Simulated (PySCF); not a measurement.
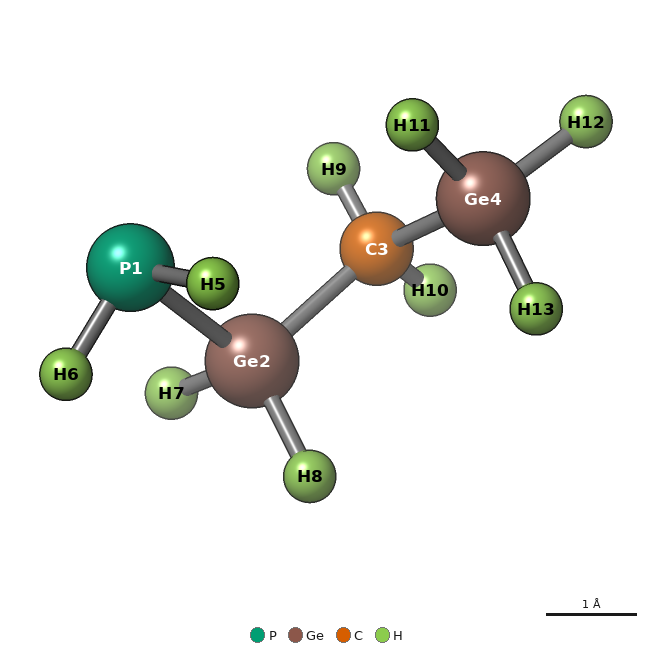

Orthographic view. Atoms fade into the background with distance from the viewer. Computed geometry: PBE0-D3(BJ)/def2-SVP optimisation. No frequency run is at hand to confirm it as a minimum.

Give the geometry as a Z-matrix, atoms in numerical order, with these reference atoms: 2 to 1; 3 to 2, 1; 4 to 3, 2, 1; 5 to 1, 2, 3; 6 to 1, 5, 2; 7 to 2, 3, 4; 8 to 2, 7, 3; 9 to 3, 2, 8; 10 to 3, 9, 4; 11 to 4, 3, 9; 12 to 4, 11, 3; 13 to 4, 12, 11.

```
P  
Ge   1   2.328
C    2   1.957   1   108.6
Ge   3   1.958   2   114.3   1    62.2
H    1   1.429   2    94.4   3   -78.3
H    1   1.430   5    93.4   2    94.0
H    2   1.544   3   110.4   4   178.9
H    2   1.544   7   108.8   3  -120.5
H    3   1.101   2   108.5   8   177.8
H    3   1.102   9   107.7   4  -117.8
H    4   1.542   3   109.6   9    55.1
H    4   1.541  11   109.0   3   121.1
H    4   1.542  12   109.0  11  -118.4
```
